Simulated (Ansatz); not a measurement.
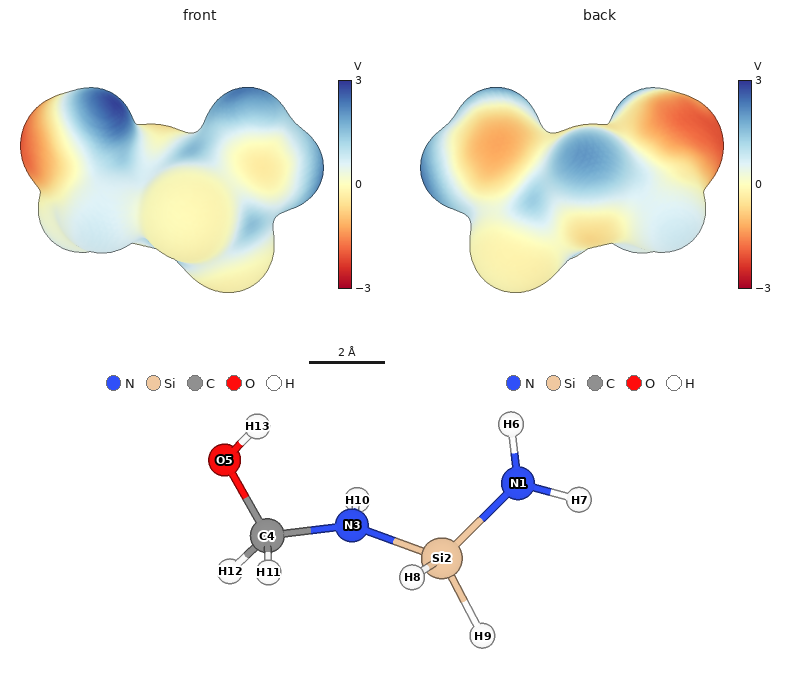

Figure 1: CH8N2OSi (SMILES N[SiH2]NCO). The molecular electrostatic potential painted on the density surface at 0.004 e/bohr³, seen from the front and from behind; red is negative and blue positive. The bare structure is drawn below in the same view.

Computed with RKS PBE0-D4/def2-SVP in Ansatz.

The calculation's input:

```
crystal:
  periodic: [false, false, false]
  atoms:
    - { symbol: "N", position_ang: [-0.9902, -1.3698, 1.6399] }
    - { symbol: Si, position_ang: [-0.0924, -1.3457, 0.2404] }
    - { symbol: "N", position_ang: [0.0648, 0.326, 0.0376] }
    - { symbol: C, position_ang: [0.6054, 0.933, -1.1874] }
    - { symbol: O, position_ang: [0.5664, 2.3057, -0.9902] }
    - { symbol: H, position_ang: [-1.85, -0.7301, 1.4286] }
    - { symbol: H, position_ang: [-0.5114, -0.8439, 2.3729] }
    - { symbol: H, position_ang: [-0.815, -1.8725, -0.8966] }
    - { symbol: H, position_ang: [1.2275, -1.9252, 0.5672] }
    - { symbol: H, position_ang: [0.7555, 0.6394, 0.7852] }
    - { symbol: H, position_ang: [-0.1707, 0.7185, -1.9874] }
    - { symbol: H, position_ang: [1.5543, 0.6046, -1.4611] }
    - { symbol: H, position_ang: [-0.3238, 2.5253, -0.5344] }
basis:
  gaussian: { orbitals: def2-SVP }
hamiltonian:
  xc: pbe0
  dispersion: d4
relax:
  f_tol: 0.015
  max_steps: 40
output:
  orbitals: {}
```

Command:

```sh
ansatz run input.yaml --threads 2 --pin off --max-ram 3072MiB --backend cpu --events-out ev --progress --plain --runs-dir out
```

The fields are those of the run's last geometry, not of the input's.

Where is the surface potential most negative and most positive?

Answer. The most negative region (about −2.0 V) lies over O5, the most positive (about +2.7 V) over H13. O5 is the likeliest acceptor of a hydrogen bond.
